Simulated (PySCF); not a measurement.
## Electronic structure of C3H12N2Si2 in real space

```yaml
atoms:
  - { symbol: C, position_ang: [-0.5542, 2.1217, 0.4433] }
  - { symbol: N, position_ang: [-0.5240, 0.6959, 0.2394] }
  - { symbol: Si, position_ang: [-1.8737, -0.1844, -0.3617] }
  - { symbol: C, position_ang: [-1.0866, -1.9167, -0.2816] }
  - { symbol: N, position_ang: [0.3184, -1.7397, 0.0227] }
  - { symbol: Si, position_ang: [0.8059, -0.2893, 0.7902] }
  - { symbol: C, position_ang: [2.4862, 0.2990, 0.1499] }
  - { symbol: H, position_ang: [0.4479, 2.5374, 0.3431] }
  - { symbol: H, position_ang: [-1.2039, 2.5929, -0.2939] }
  - { symbol: H, position_ang: [-0.9311, 2.3771, 1.4389] }
  - { symbol: H, position_ang: [-2.2095, 0.2467, -1.7247] }
  - { symbol: H, position_ang: [-3.0633, -0.1018, 0.5002] }
  - { symbol: H, position_ang: [-1.5827, -2.5291, 0.4808] }
  - { symbol: H, position_ang: [-1.1887, -2.4558, -1.2273] }
  - { symbol: H, position_ang: [0.8218, -2.6021, 0.1531] }
  - { symbol: H, position_ang: [0.8170, -0.2998, 2.2710] }
  - { symbol: H, position_ang: [2.4786, 0.4675, -0.9220] }
  - { symbol: H, position_ang: [2.7779, 1.2247, 0.6343] }
  - { symbol: H, position_ang: [3.2542, -0.4349, 0.3672] }
```

Geometry: GFN2-xTB.

These are results of CAM-B3LYP/def2-SVPD, SCF density, gas phase in PySCF 2.14.0, not measurements.

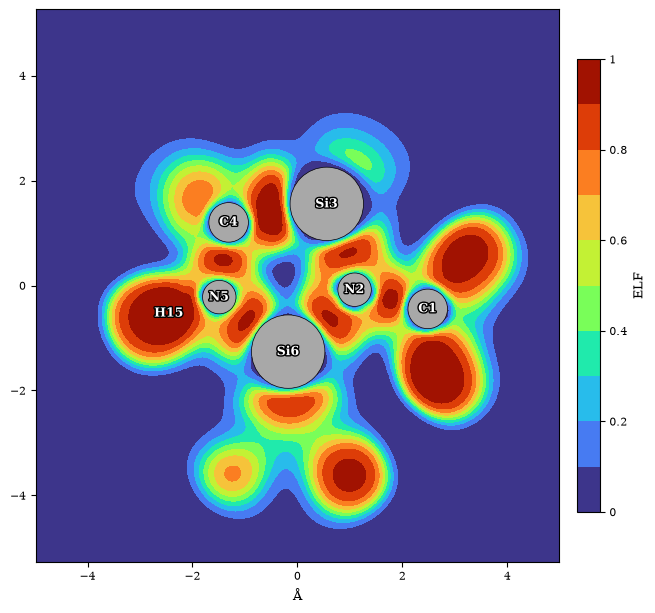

Figure 1. Electron localisation function on the plane of atoms C1, N2 and Si3. Grey discs cover the atomic cores.

Read the bonding off the picture.

Answer. The plane passes through C, N, Si and H nuclei.
C–N (1.44 Å): the ELF peaks at about 0.95 between the atoms, as expected for a shared electron pair.
Si–N (1.71 Å): the ELF peaks at about 0.90 between the atoms; a polar covalent bond.
C–Si (1.90 Å): the ELF peaks at about 1 between the atoms, as expected for a shared electron pair.
N–H (1.01 Å): the ELF climbs to about 1 towards the hydrogen, as it does in any bond to H: an ordinary covalent bond to hydrogen.

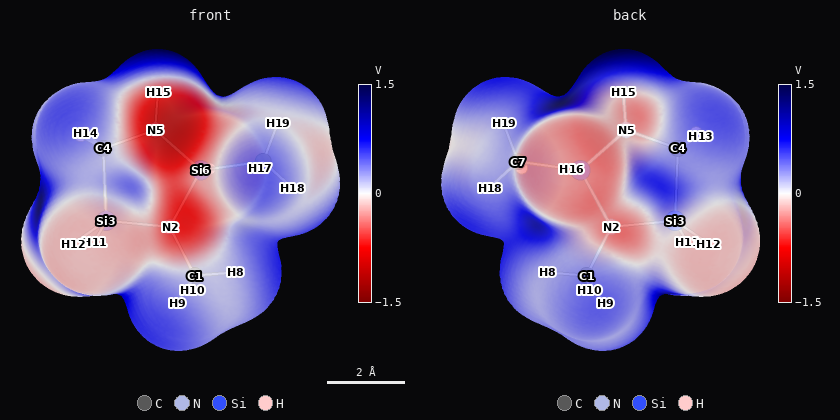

Figure 2. The electrostatic potential painted on the density surface at 0.002 e/bohr³, seen from the front and from behind; red is negative and blue positive.

Where is the surface potential most negative and most positive?

Answer. The most negative region (about −1.1 V) lies over N5, the most positive (about +1.5 V) over Si3, Si6 and H15. N5 is the likeliest acceptor of a hydrogen bond.
